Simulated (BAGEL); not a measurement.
# One shape, several levels: BCl (SMILES [B]Cl)

We compute a comparison of 4 runs (B3LYP/6-31G*, B3LYP/def2-TZVPPD, PBE0/def2-TZVPPD, RI-MP2/def2-TZVPPD) of BCl. 

The results are computed with BAGEL 1.2.2.

10 further runs of the same task are left out: 10 set aside as unsound or not needed.

**1. Starting point**

The species is BCl (2 atoms), meant as a singlet with charge 0. As SMILES, `[B]Cl`. Geometry: relaxed at PBE0-D4/def2-TZVP.

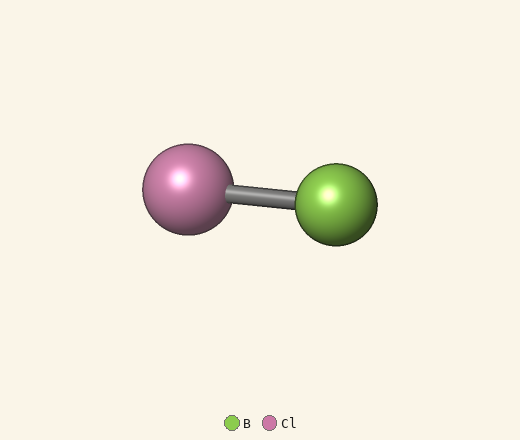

Viewed from a chosen angle; boron green, chlorine pink.

**2. A single-point energy at B3LYP/6-31G(d) (density fitting with cc-pvqz-jkfit, spherical functions) (run 1)**

Contents of job.json:

```json
{ "bagel": [

{
  "title": "molecule",
  "basis": "6-31gs.json",
  "df_basis": "cc-pvqz-jkfit",
  "angstrom": true,
  "geometry": [
    { "atom": "B", "xyz": [       0.000000,       0.000000,      -0.069660 ] },
    { "atom": "Cl", "xyz": [       0.000000,       0.000000,       1.648190 ] }
  ]
},

{
  "title": "ks",
  "xc_func": "b3lyp"
},

{
  "title": "print",
  "file": "orbitals.molden",
  "orbitals": true
}

]}
```

The basis set 6-31G* is read from a file made from the Basis Set Exchange's data (not shown).

Launch:

```
$ BAGEL_NUM_THREADS=1 BAGEL job.json > job.out
```

Standard output:

```text
* using 1 threads per process

  ===============================================================
  ===============================================================

  *** Geometry ***

  { "atom" : "B", "xyz" : [      0.000000,      0.000000,     -0.131638 ] },
  { "atom" : "Cl", "xyz" : [      0.000000,      0.000000,      3.114628 ] },

  Number of auxiliary basis functions:      254

  Since a DF basis is specified, we compute 2- and 3-index integrals:
    o Being stored without compression. Storage requirement is 0.002 GB

  Number of basis functions:       32
  Number of electrons      :       22

    * METHOD: MOLECULE                             0.04

  *** Kohn-Sham DFT ***

    * Removing 1908 points whose weight is below 1.00e-10
    * Grid points: 27904

  === Nuclear Repulsion ===
    26.1839292761

       - DIIS with orbital gradients will be used.

  === KS iteration (b3lyp / 6-31gs.json) ===
      0       -476.81212853          0.09322938           0.03
      1       -469.26217056          0.24119953           0.03
      2       -477.19578733          0.15773981           0.03
      3       -484.03177388          0.09228634           0.03
      4       -484.89696946          0.02444900           0.03
      5       -484.95330141          0.01435148           0.03
      6       -484.96739471          0.00702427           0.03
      7       -484.97408752          0.00129904           0.03
      8       -484.97429604          0.00006773           0.03
      9       -484.97429751          0.00000938           0.03
     10       -484.97429753          0.00000163           0.03
     11       -484.97429753          0.00000017           0.03
     12       -484.97429753          0.00000001           0.03
     13       -484.97429753          0.00000000           0.03
    * SCF iteration converged.

    * Permanent dipole moment:
           (    0.000000,     0.000000,    -0.470718) a.u.

    * METHOD: KS                                   0.49

    * METHOD: PRINT                                0.00

  ===============================================================
```

Wall time 0.69 s (1 thread of Arm Neoverse V1, shared host).

**3. The energy at B3LYP/def2-TZVPPD (density fitting with cc-pvqz-jkfit) (run 2)**

Contents of input.json:

```json
{ "bagel" : [

{
  "title" : "molecule",
  "basis" : "def2-tzvppd.json",
  "df_basis" : "cc-pvqz-jkfit",
  "angstrom" : true,
  "geometry" : [
    { "atom" : "B", "xyz" : [       0.000000,       0.000000,      -0.069660 ] },
    { "atom" : "Cl", "xyz" : [       0.000000,       0.000000,       1.648190 ] }
  ]
},

{ "title" : "ks", "xc_func" : "b3lyp" },

{ "title" : "print", "file" : "orbitals.molden", "orbitals" : true }

]}
```

The basis set def2-TZVPPD is read from a file made from the Basis Set Exchange's data (not shown).

Launch:

```
$ BAGEL_NUM_THREADS=1 BAGEL input.json > input.out
```

Standard output:

```text
* using 1 threads per process

  ===============================================================
  ===============================================================

  *** Geometry ***

  { "atom" : "B", "xyz" : [      0.000000,      0.000000,     -0.131638 ] },
  { "atom" : "Cl", "xyz" : [      0.000000,      0.000000,      3.114628 ] },

  Number of auxiliary basis functions:      254

  Since a DF basis is specified, we compute 2- and 3-index integrals:
    o Being stored without compression. Storage requirement is 0.016 GB

  Number of basis functions:       88
  Number of electrons      :       22

    * METHOD: MOLECULE                             0.06

  *** Kohn-Sham DFT ***

    * Removing 1908 points whose weight is below 1.00e-10
    * Grid points: 27904

  === Nuclear Repulsion ===
    26.1839292761

       - DIIS with orbital gradients will be used.

  === KS iteration (b3lyp / def2-tzvppd.json) ===
      0       -405.90640010          0.35277291           0.09
      1       -321.44540767          0.47198296           0.09
      2       -385.34668313          0.41862963           0.09
      3       -482.60732120          0.07762822           0.09
      4       -479.93234319          0.11064477           0.09
      5       -484.71876532          0.03357202           0.09
      6       -484.88387241          0.02233611           0.09
      7       -485.00283381          0.00738889           0.09
      8       -485.02071326          0.00164385           0.09
      9       -485.02143320          0.00029804           0.09
     10       -485.02146396          0.00001142           0.09
     11       -485.02146400          0.00000172           0.09
     12       -485.02146400          0.00000009           0.09
     13       -485.02146400          0.00000001           0.09
     14       -485.02146400          0.00000001           0.09
    * SCF iteration converged.

    * Permanent dipole moment:
           (   -0.000000,     0.000000,    -0.630275) a.u.

    * METHOD: KS                                   1.41

    * METHOD: PRINT                                0.02

  ===============================================================
```

Wall time 1.6 s (1 thread of Arm Neoverse V1, shared host).

Run 3 isn't shown in full; the table further down has it.

**4. A single-point energy at RI-MP2/def2-TZVPPD (density fitting with cc-pvqz-jkfit) (run 4)**

Contents of calc.json:

```json
{ "bagel": [

{
  "title": "molecule",
  "basis": "def2-tzvppd.json",
  "df_basis": "cc-pvqz-jkfit",
  "angstrom": true,
  "geometry": [
    { "atom": "B", "xyz": [       0.000000,       0.000000,      -0.069660 ] },
    { "atom": "Cl", "xyz": [       0.000000,       0.000000,       1.648190 ] }
  ]
},

{
  "title": "hf"
},

{
  "title": "mp2",
  "ncore": 6
}

]}
```

The basis set def2-TZVPPD is read from a file made from the Basis Set Exchange's data (not shown).

Launch:

```
$ BAGEL_NUM_THREADS=1 BAGEL calc.json > calc.out
```

Standard output:

```text
* using 1 threads per process

  ===============================================================
  ===============================================================

  *** Geometry ***

  { "atom" : "B", "xyz" : [      0.000000,      0.000000,     -0.131638 ] },
  { "atom" : "Cl", "xyz" : [      0.000000,      0.000000,      3.114628 ] },

  Number of auxiliary basis functions:      254

  Since a DF basis is specified, we compute 2- and 3-index integrals:
    o Being stored without compression. Storage requirement is 0.016 GB

  Number of basis functions:       88
  Number of electrons      :       22

    * METHOD: MOLECULE                             0.07

  *** RHF ***

  === Nuclear Repulsion ===
    26.1839292761

      * DIIS with orbital gradients will be used.

  === RHF iteration (def2-tzvppd.json) ===
      0       -484.08820653          0.01100407           0.02
      1       -484.13441636          0.00630184           0.02
      2       -484.14720975          0.00122472           0.02
      3       -484.14864166          0.00035819           0.02
      4       -484.14875923          0.00012363           0.02
      5       -484.14877265          0.00003083           0.02
      6       -484.14877318          0.00000593           0.02
      7       -484.14877320          0.00000126           0.02
      8       -484.14877320          0.00000023           0.02
      9       -484.14877320          0.00000009           0.02
     10       -484.14877320          0.00000003           0.02
     11       -484.14877320          0.00000001           0.02
     12       -484.14877320          0.00000000           0.02
    * SCF iteration converged.

    * Permanent dipole moment:
           (    0.000000,     0.000000,    -0.570757) a.u.

    * METHOD: HF                                   0.34

  *** RHF ***

  === Nuclear Repulsion ===
    26.1839292761

      * DIIS with orbital gradients will be used.

  === RHF iteration (def2-tzvppd.json) ===
      0       -484.14877320          0.00000000           0.02
    * SCF iteration converged.

    * Permanent dipole moment:
           (    0.000000,     0.000000,    -0.570757) a.u.

  === DF-MP2 calculation ===

    * freezing 6 orbitals
    * 3-index integral transformation done
    * assembly done

      MP2 correlation energy:   -0.2610912099      0.01

      MP2 total energy:       -484.4098644139

    * METHOD: MP2                                  0.05

  ===============================================================
```

It took 0.61 s on 1 thread of Arm Neoverse V1, shared host.

**5. All runs side by side**

| run | level | frozen core orbitals | energy (Eh) | dipole moment (D) | HOMO energy (eV) | LUMO energy (eV) | wall time |
| --- | --- | --- | --- | --- | --- | --- | --- |
| 1 | B3LYP/6-31G* (density fitting with cc-pvqz-jkfit, spherical functions) | – | -484.974298 | 1.20 | -6.95 | -1.70 | 0.69 s |
| 2 | B3LYP/def2-TZVPPD (density fitting with cc-pvqz-jkfit) | – | -485.021464 | 1.60 | -7.29 | -2.17 | 1.6 s |
| 3 | PBE0/def2-TZVPPD (density fitting with cc-pvqz-jkfit) | – | -484.811892 | 1.60 | -7.48 | -1.94 | 1.8 s |
| 4 | RI-MP2/def2-TZVPPD (density fitting with cc-pvqz-jkfit) | 6 | -484.409864 | – | – | – | 0.61 s |

**6. Summary of results**

| quantity | value |
| --- | --- |
| run 4: total energy | -484.40986 Eh |
| run 4: correlation energy (6 core orbitals frozen) | -261.1 mEh |

In words: Over runs 1, 2, 3 the dipole moment (its size) runs from 1.20 D (B3LYP/6-31G*) to 1.60 D (B3LYP/def2-TZVPPD). Over runs 1, 2, 3 the HOMO–LUMO gap runs from 5.12 eV (B3LYP/def2-TZVPPD) to 5.54 eV (PBE0/def2-TZVPPD). Totals of different functionals can't be ranked against each other. All runs together took 4.7 s, the longest 1.8 s.
